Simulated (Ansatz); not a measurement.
```xyz
14

C    -0.7649    3.5534   -0.2800
C    -0.3130    2.4513    0.0178
C     0.2093    1.1900    0.3982
C     0.5012    0.1177   -0.4212
C     1.0183   -0.9660    0.4211
C     1.4222   -2.1950    0.0045
C     1.0162   -0.4665    1.8106
C     0.5378    0.8095    1.8000
H    -1.1629    4.5205   -0.5526
H     0.3738    0.0721   -1.5091
H     1.3868   -2.4784   -1.0590
H     1.7972   -2.9444    0.7189
H     1.3489   -1.0467    2.6805
H     0.4013    1.4799    2.6582
```

Geometry: PBE-D3(BJ)/def2-SVP.

Computed with Ansatz 0.2.0, isolated molecule in a Gaussian basis; Kohn-Sham density functional theory, functional PBE0.

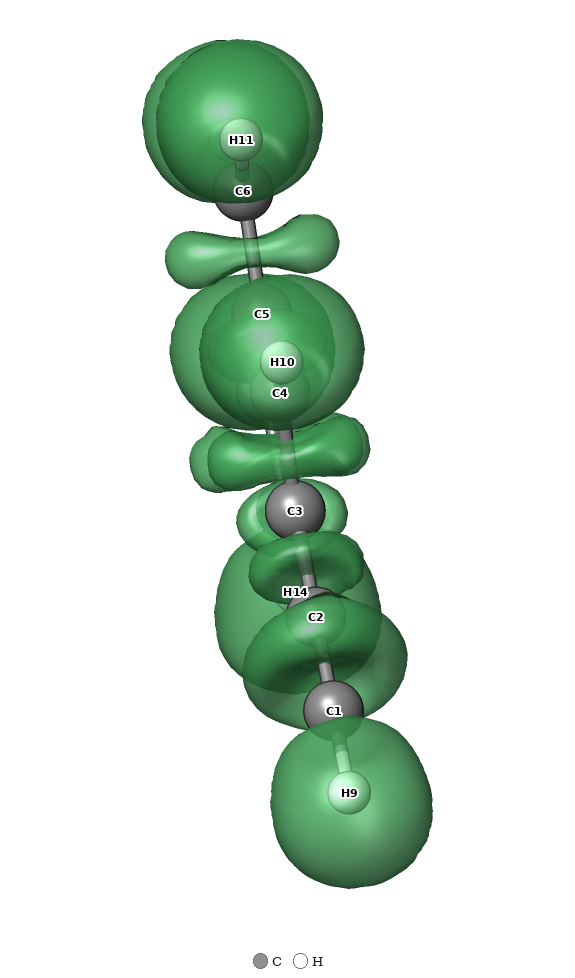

C8H6 (SMILES C#CC1=CC(=C)C=C1). Isosurface of the ELF at 0.8 (green), seen at an oblique angle. Core shells and regions of very low density are left out.

> Identify the bonds, lone pairs and shells in this picture.

The surface consists of eight regions between bonded C–C atoms (shared pairs) and six regions around hydrogen nuclei. Along the contacts the grid gives the following. C–C (1.23 Å): the ELF peaks at about 0.85 between the atoms; a multiple bond. C–H (1.08 Å): the ELF climbs to about 1 towards the hydrogen, as it does in any bond to H: a covalent bond by its length.
